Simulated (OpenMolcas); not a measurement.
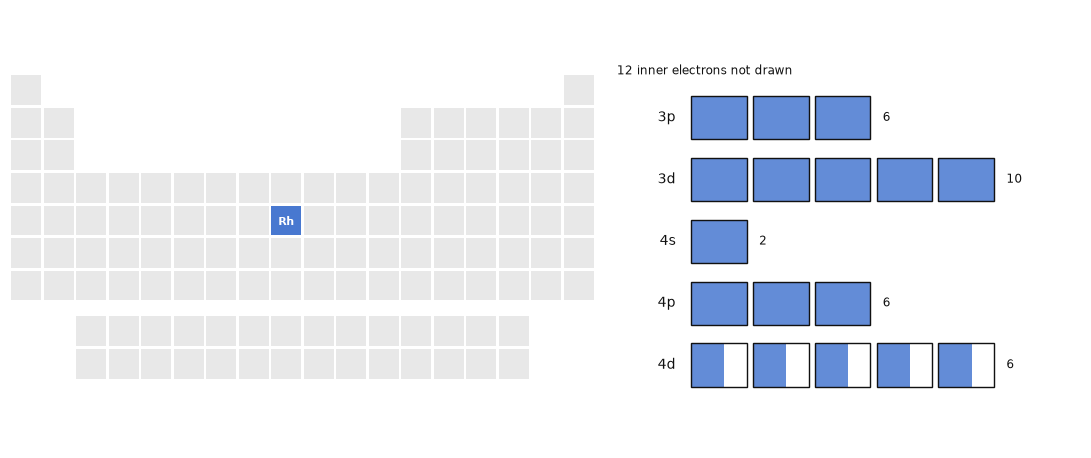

Left, the place of rhodium in the periodic table; right, the outer shells of the leading configuration of the lowest level: a box for each of the 2l + 1 orbitals, shaded by the share of the shell that is filled, with the electron count at the right.

# Multiconfigurational calculation for Rh³⁺ complex (part 1 of 2)

- system: Rh³⁺ with 6 ligands (O; octahedron, 1.975 Å), embedded in MgO by model potentials and point charges, whose field is part of the energies.
- method: state-averaged CASSCF, active space 6 electrons in the shell 4d, basis ANO-RCC-VDZP on the metal and ANO-RCC-VDZP on the ligands, DKH2 scalar Hamiltonian, spin-orbit coupling by RASSI with atomic mean-field integrals (OpenMolcas)

### Log (extracts)
```
--- SEWARD ---
Basis set label: RH.ANO-RCC...6S5P3D1F.

      Electronic valence basis set:
      ------------------
      Associated Effective Charge  45.000000 au
      Associated Actual Charge     45.000000 au
      Nuclear Model: Point charge

      Shell  nPrim  nBasis  Cartesian Spherical Contaminant
         s      21       6        X
         p      18       5        X
         d      13       3                 X
         f       6       1                 X
                  Relativistic Douglas-Kroll-Hess integrals:
                    - DKH order of Hamiltonian: 2
                    - DKH order of Properties : 0
                  Atomic mean-field integrals
--- RASSCF ---
Wave function specifications:
      -----------------------------

      Number of closed shell electrons          96
      Number of electrons in active shells       6
      Max number of holes in RAS1 space          0
      Max nr of electrons in RAS3 space          0
      Number of inactive orbitals               48
      Number of active orbitals                  5
      Number of secondary orbitals              98
      Spin quantum number                      2.0
      State symmetry                             1
Orbital specifications:
      -----------------------

      Symmetry species                           1   2
                                                ag  au
      Frozen orbitals                            0   0
      Inactive orbitals                         24  24
      Active orbitals                            5   0
      RAS1 orbitals                              0   0
      RAS2 orbitals                              5   0
      RAS3 orbitals                              0   0
      Secondary orbitals                        46  52
      Deleted orbitals                           0   0
      Number of basis functions                 75  76
      Number of CSFs                             5
      Number of root(s) required                 5
      Iter CI   SX   CI       RASSCF       Energy    max ROT     max BLB   max BLB  Level Ln srch  Step   QN
          iter iter root      energy       change     param      element    value   shift minimum  type update
 Nr of preliminary CI iterations:   1
      Total energies have been shifted. Add                -5000.00 au
        1   1   10    0  -237.28944926    0.00E+00  -8.49E-02   11  38 2 -4.72E-01*  1.35   0.00    SX    NO
        2   1   11    0  -238.93765652   -1.65E+00* -9.97E-02   12  32 2  1.74E-01*  1.03   0.00    SX    NO
        3   1   10    0  -239.31831037   -3.81E-01* -6.36E-02   24  27 1  6.22E-02*  0.83   0.00    SX    NO
        4   1   10    0  -239.37878255   -6.05E-02* -3.25E-02   24  27 1  3.12E-02*  0.77   0.00    SX    NO
        5   1   10    0  -239.39580411   -1.70E-02* -3.38E-02   24  27 1  1.80E-02*  0.75   2.27    LS   YES
        6   1   10    0  -239.40330228   -7.50E-03* -9.97E-03   26  32 1 -1.06E-02*  0.73   1.22    QN   YES
        7   1    9    0  -239.40451799   -1.22E-03* -4.81E-03    9  37 2 -4.96E-03*  0.73   1.50    LS   YES
        8   1    9    0  -239.40466806   -1.50E-04* -9.36E-04   17  39 1 -3.72E-03*  0.73   1.03    QN   YES
        9   1    8    0  -239.40475989   -9.18E-05*  3.76E-04   13  47 1 -1.01E-03*  0.73   1.31    QN   YES
       10   1    7    0  -239.40476827   -8.39E-06*  1.13E-04   12  32 2 -2.55E-04*  0.73   1.12    QN   YES
       11   1    7    0  -239.40476898   -7.14E-07*  7.55E-05   24  34 2 -1.36E-04*  0.73   1.27    QN   YES
       12   1    6    0  -239.40476914   -1.50E-07* -1.20E-05    7  35 2 -3.46E-05   0.73   1.06    QN   YES
       13   1    5    0  -239.40476914   -7.89E-09   4.73E-06   27  33 1 -1.11E-05   0.73   1.30    QN   YES
      Convergence after 13 iterations
       14   1    5    0  -239.40476914   -1.85E-09   4.73E-06   17  32 2 -2.17E-06   0.73   1.30    QN   YES
      Natural orbitals and occupation numbers for root  1
      sym 1:   1.000000   1.000000   1.000000   2.000000   1.000000
      Natural orbitals and occupation numbers for root  2
      sym 1:   2.000000   1.000000   1.000000   1.000000   1.000000
      Natural orbitals and occupation numbers for root  3
      sym 1:   2.000000   1.000000   1.000000   1.000000   1.000000
::    RASSCF root number  1 Total energy:  -5239.45993398
::    RASSCF root number  2 Total energy:  -5239.45993398
::    RASSCF root number  3 Total energy:  -5239.45993398
::    RASSCF root number  4 Total energy:  -5239.32202189
::    RASSCF root number  5 Total energy:  -5239.32202189
--- RASSCF ---
Wave function specifications:
      -----------------------------

      Number of closed shell electrons          96
      Number of electrons in active shells       6
      Max number of holes in RAS1 space          0
      Max nr of electrons in RAS3 space          0
      Number of inactive orbitals               48
      Number of active orbitals                  5
      Number of secondary orbitals              98
      Spin quantum number                      1.0
      State symmetry                             1
Orbital specifications:
      -----------------------

      Symmetry species                           1   2
                                                ag  au
      Frozen orbitals                            0   0
      Inactive orbitals                         24  24
      Active orbitals                            5   0
      RAS1 orbitals                              0   0
      RAS2 orbitals                              5   0
      RAS3 orbitals                              0   0
      Secondary orbitals                        46  52
      Deleted orbitals                           0   0
      Number of basis functions                 75  76
      Number of CSFs                            45
      Number of root(s) required                45
      Iter CI   SX   CI       RASSCF       Energy    max ROT     max BLB   max BLB  Level Ln srch  Step   QN
          iter iter root      energy       change     param      element    value   shift minimum  type update
 Nr of preliminary CI iterations:   1
      Total energies have been shifted. Add                -5000.00 au
        1   1    9    0  -239.30443197    0.00E+00  -1.13E-02   28  34 1 -1.10E-02*  0.74   0.00    SX    NO
        2   1    9    0  -239.30604493   -1.61E-03*  6.99E-03   28  34 1 -6.60E-03*  0.74   0.00    SX    NO
        3   1    9    0  -239.30663635   -5.91E-04*  4.63E-03   19  28 1 -4.03E-03*  0.73   0.00    SX    NO
        4   1    9    0  -239.30686797   -2.32E-04* -3.05E-03   19  28 1 -2.65E-03*  0.73   0.00    SX    NO
        5   1    8    0  -239.30696154   -9.36E-05* -4.48E-03   19  28 1 -1.77E-03*  0.73   2.50    LS   YES
        6   1    7    0  -239.30702458   -6.30E-05* -1.23E-03   18  30 1 -5.50E-04*  0.73   1.21    QN   YES
        7   1    7    0  -239.30702824   -3.66E-06*  4.13E-04   18  30 1 -2.97E-04*  0.73   1.28    QN   YES
        8   1    6    0  -239.30702911   -8.68E-07*  3.00E-04   16  27 1 -1.34E-04*  0.73   1.46    QN   YES
        9   1    6    0  -239.30702941   -3.01E-07* -7.07E-05   18  32 2  3.36E-05   0.73   1.11    QN   YES
       10   1    5    0  -239.30702943   -1.65E-08* -1.73E-05   18  32 2  2.21E-05   0.73   1.55    QN   YES
       11   1    5    0  -239.30702943   -2.90E-09   3.56E-06   18  30 1  7.53E-06   0.73   1.28    QN   YES
      Convergence after 11 iterations
       12   1    5    0  -239.30702943   -8.28E-10   3.56E-06   18  30 1  2.06E-06   0.73   1.28    QN   YES
      Natural orbitals and occupation numbers for root  1
      sym 1:   1.988108   1.987923   1.008549   1.007076   0.008344
      Natural orbitals and occupation numbers for root  2
      sym 1:   1.988107   1.008488   0.008281   1.987985   1.007139
      Natural orbitals and occupation numbers for root  3
      sym 1:   1.988107   1.008430   0.008221   1.988044   1.007199
::    RASSCF root number  1 Total energy:  -5239.52241711
::    RASSCF root number  2 Total energy:  -5239.52241711
::    RASSCF root number  3 Total energy:  -5239.52241711
::    RASSCF root number  4 Total energy:  -5239.49747865
::    RASSCF root number  5 Total energy:  -5239.49747865
::    RASSCF root number  6 Total energy:  -5239.49747865
::    RASSCF root number  7 Total energy:  -5239.39219609
::    RASSCF root number  8 Total energy:  -5239.39219609
::    RASSCF root number  9 Total energy:  -5239.39219609
::    RASSCF root number 10 Total energy:  -5239.38959775
::    RASSCF root number 11 Total energy:  -5239.38959775
::    RASSCF root number 12 Total energy:  -5239.38959775
::    RASSCF root number 13 Total energy:  -5239.37634504
::    RASSCF root number 14 Total energy:  -5239.37634504
::    RASSCF root number 15 Total energy:  -5239.37634504
::    RASSCF root number 16 Total energy:  -5239.37622495
::    RASSCF root number 17 Total energy:  -5239.37622495
::    RASSCF root number 18 Total energy:  -5239.36550979
::    RASSCF root number 19 Total energy:  -5239.36550979
::    RASSCF root number 20 Total energy:  -5239.36550979
::    RASSCF root number 21 Total energy:  -5239.32232003
::    RASSCF root number 22 Total energy:  -5239.30392434
::    RASSCF root number 23 Total energy:  -5239.30392434
::    RASSCF root number 24 Total energy:  -5239.30392434
::    RASSCF root number 25 Total energy:  -5239.25497761
::    RASSCF root number 26 Total energy:  -5239.25497761
::    RASSCF root number 27 Total energy:  -5239.24780720
::    RASSCF root number 28 Total energy:  -5239.24780720
::    RASSCF root number 29 Total energy:  -5239.24780720
::    RASSCF root number 30 Total energy:  -5239.24470575
--- RASSCF ---
Wave function specifications:
      -----------------------------

      Number of closed shell electrons          96
      Number of electrons in active shells       6
      Max number of holes in RAS1 space          0
      Max nr of electrons in RAS3 space          0
      Number of inactive orbitals               48
      Number of active orbitals                  5
      Number of secondary orbitals              98
      Spin quantum number                      0.0
      State symmetry                             1
Orbital specifications:
      -----------------------

      Symmetry species                           1   2
                                                ag  au
      Frozen orbitals                            0   0
      Inactive orbitals                         24  24
      Active orbitals                            5   0
      RAS1 orbitals                              0   0
      RAS2 orbitals                              5   0
      RAS3 orbitals                              0   0
      Secondary orbitals                        46  52
      Deleted orbitals                           0   0
      Number of basis functions                 75  76
      Number of CSFs                            50
      Number of root(s) required                50
      Iter CI   SX   CI       RASSCF       Energy    max ROT     max BLB   max BLB  Level Ln srch  Step   QN
          iter iter root      energy       change     param      element    value   shift minimum  type update
 Nr of preliminary CI iterations:   1
      Total energies have been shifted. Add                -5000.00 au
        1   1    9    0  -239.25946441    0.00E+00  -5.17E-03   28  34 1 -5.17E-03*  0.72   0.00    SX    NO
        2   1    9    0  -239.25986889   -4.04E-04*  3.13E-03   28  34 1 -3.31E-03*  0.72   0.00    SX    NO
        3   1    8    0  -239.26001636   -1.47E-04*  2.14E-03   19  28 1 -1.86E-03*  0.72   0.00    SX    NO
        4   1    8    0  -239.26007429   -5.79E-05* -1.40E-03   19  28 1 -1.22E-03*  0.71   0.00    SX    NO
        5   1    8    0  -239.26009792   -2.36E-05* -2.08E-03   19  28 1 -8.28E-04*  0.71   2.50    LS   YES
        6   1    7    0  -239.26011413   -1.62E-05* -6.22E-04   18  30 1 -2.69E-04*  0.71   1.22    QN   YES
        7   1    6    0  -239.26011526   -1.12E-06*  2.03E-04   18  30 1 -1.56E-04*  0.71   1.24    QN   YES
        8   1    6    0  -239.26011553   -2.78E-07*  1.59E-04   28  34 1  6.86E-05   0.71   1.37    QN   YES
        9   1    5    0  -239.26011561   -7.95E-08* -3.45E-05   17  27 1 -1.68E-05   0.71   1.10    QN   YES
       10   1    5    0  -239.26011562   -4.73E-09   4.39E-06   18  34 2 -1.14E-05   0.71   1.14    QN   YES
      Convergence after 10 iterations
       11   1    5    0  -239.26011562   -1.21E-09   4.39E-06   18  34 2 -3.17E-06   0.71   1.14    QN   YES
      Natural orbitals and occupation numbers for root  1
      sym 1:   1.993144   1.993144   0.010284   1.993144   0.010284
      Natural orbitals and occupation numbers for root  2
      sym 1:   1.003578   1.992905   0.010294   1.995320   0.997904
      Natural orbitals and occupation numbers for root  3
      sym 1:   1.991556   1.004938   0.996544   1.995312   0.011650
::    RASSCF root number  1 Total energy:  -5239.62464291
::    RASSCF root number  2 Total energy:  -5239.49635778
::    RASSCF root number  3 Total energy:  -5239.49635778
::    RASSCF root number  4 Total energy:  -5239.49635778
::    RASSCF root number  5 Total energy:  -5239.45188331
::    RASSCF root number  6 Total energy:  -5239.45188331
::    RASSCF root number  7 Total energy:  -5239.45188331
::    RASSCF root number  8 Total energy:  -5239.36130301
::    RASSCF root number  9 Total energy:  -5239.36130301
::    RASSCF root number 10 Total energy:  -5239.36130301
::    RASSCF root number 11 Total energy:  -5239.35797329
::    RASSCF root number 12 Total energy:  -5239.35797329
::    RASSCF root number 13 Total energy:  -5239.35373745
::    RASSCF root number 14 Total energy:  -5239.33157197
::    RASSCF root number 15 Total energy:  -5239.33157197
::    RASSCF root number 16 Total energy:  -5239.33157197
::    RASSCF root number 17 Total energy:  -5239.33038446
::    RASSCF root number 18 Total energy:  -5239.33038446
::    RASSCF root number 19 Total energy:  -5239.33038446
::    RASSCF root number 20 Total energy:  -5239.32545282
::    RASSCF root number 21 Total energy:  -5239.29244602
::    RASSCF root number 22 Total energy:  -5239.29244602
::    RASSCF root number 23 Total energy:  -5239.26983554
::    RASSCF root number 24 Total energy:  -5239.26983554
::    RASSCF root number 25 Total energy:  -5239.26983554
::    RASSCF root number 26 Total energy:  -5239.23682113
::    RASSCF root number 27 Total energy:  -5239.23682113
::    RASSCF root number 28 Total energy:  -5239.21727314
::    RASSCF root number 29 Total energy:  -5239.21413284
::    RASSCF root number 30 Total energy:  -5239.21254077
--- RASSI ---
SPIN-FREE ENERGIES:
  (Shifted by EMIN (a.u.) =      -5239.6246429058)

 SF State       Relative EMIN(au)   Rel lowest level(eV)    D:o, cm**(-1)

    51             0.0000000000        0.0000000000              0.0000
     6             0.1022258004        2.7817057395          22435.9699
     7             0.1022258004        2.7817057395          22435.9699
     8             0.1022258004        2.7817057395          22435.9699
     9             0.1271642540        3.4603156310          27909.3278
    10             0.1271642546        3.4603156485          27909.3279
    11             0.1271642546        3.4603156485          27909.3279
    52             0.1282851261        3.4908161172          28155.3308
    53             0.1282851261        3.4908161172          28155.3308
    54             0.1282851261        3.4908161172          28155.3308
     3             0.1647089256        4.4819581927          36149.4307
     1             0.1647089256        4.4819581927          36149.4307
     2             0.1647089256        4.4819581927          36149.4307
    55             0.1727595915        4.7010279708          37916.3476
    56             0.1727595922        4.7010279923          37916.3478
    57             0.1727595922        4.7010279923          37916.3478
    12             0.2324468165        6.3252001068          51016.1794
    13             0.2324468165        6.3252001068          51016.1794
    14             0.2324468165        6.3252001068          51016.1794
    17             0.2350451549        6.3959044951          51586.4487
    15             0.2350451549        6.3959044951          51586.4487
    16             0.2350451549        6.3959044951          51586.4487
    20             0.2482978674        6.7565291750          54495.0829
    18             0.2482978674        6.7565291750          54495.0829
    19             0.2482978674        6.7565291750          54495.0829
    21             0.2484179595        6.7597970451          54521.4401
    22             0.2484179600        6.7597970609          54521.4402
    23             0.2591331193        7.0513713989          56873.1458
    24             0.2591331193        7.0513713989          56873.1458
    25             0.2591331199        7.0513714145          56873.1460
    58             0.2633399000        7.1658437323          57796.4275
    59             0.2633399000        7.1658437323          57796.4275
    60             0.2633399000        7.1658437323          57796.4275
    61             0.2666696191        7.2564500047          58527.2163
    62             0.2666696191        7.2564500047          58527.2163
    63             0.2709054542        7.3717129500          59456.8747
    64             0.2930709362        7.9748664434          64321.6357
    65             0.2930709362        7.9748664434          64321.6357
    66             0.2930709362        7.9748664434          64321.6357
    67             0.2942584435        8.0071801625          64582.2634
Eigenvalues of complex Hamiltonian:
   -----------------------------------
  (Shifted by EMIN (a.u.) =      -5239.6246429058)

 SO State       Relative EMIN(au)   Rel lowest level(eV)    D:o, cm**(-1)

     1            -0.0015239208        0.0000000000              0.0000
     2             0.0986993547        2.7272142604          21996.4664
     3             0.0986993546        2.7272142584          21996.4664
     4             0.0990641144        2.7371398784          22076.5220
     5             0.0990641144        2.7371398780          22076.5219
     6             0.0990641144        2.7371398772          22076.5219
     7             0.1022492405        2.8238115751          22775.5763
     8             0.1022492405        2.8238115730          22775.5763
     9             0.1022492405        2.8238115736          22775.5763
    10             0.1049058759        2.8961023050          23358.6404
    11             0.1217421353        3.3542402630          27053.7722
    12             0.1217421353        3.3542402635          27053.7722
    13             0.1217421354        3.3542402673          27053.7723
    14             0.1250728148        3.4448726706          27784.7719
    15             0.1250728152        3.4448726801          27784.7720
    16             0.1283845052        3.5349883560          28511.6039
    17             0.1283845052        3.5349883556          28511.6039
    18             0.1283845055        3.5349883654          28511.6040
    19             0.1303488170        3.5884400033          28942.7205
    20             0.1304568972        3.5913810150          28966.4414
    21             0.1304568972        3.5913810149          28966.4414
    22             0.1304568973        3.5913810177          28966.4414
    23             0.1602365772        4.4017273897          35502.3257
    24             0.1602365772        4.4017273898          35502.3257
    25             0.1602365772        4.4017273897          35502.3257
    26             0.1635499479        4.4918888016          36229.5265
    27             0.1635499479        4.4918888014          36229.5265
    28             0.1635499479        4.4918888014          36229.5265
    29             0.1636364346        4.4942422242          36248.5081
    30             0.1636364346        4.4942422238          36248.5081
    31             0.1675743401        4.6013980907          37112.7785
    32             0.1675743401        4.6013980908          37112.7785
    33             0.1675743401        4.6013980908          37112.7785
    34             0.1677478911        4.6061206543          37150.8685
    35             0.1677478911        4.6061206543          37150.8685
    36             0.1677478911        4.6061206543          37150.8685
    37             0.1679545745        4.6117447965          37196.2303
    38             0.1718848208        4.7186922468          38058.8196
    39             0.1718848216        4.7186922684          38058.8198
    40             0.1718848216        4.7186922683          38058.8198
    41             0.2293681127        6.2828923043          50674.9439
Weights of the five most important spin-orbit-free states for each spin-orbit state.
```

(Continued in part 2.) Outcome of the run: converged.
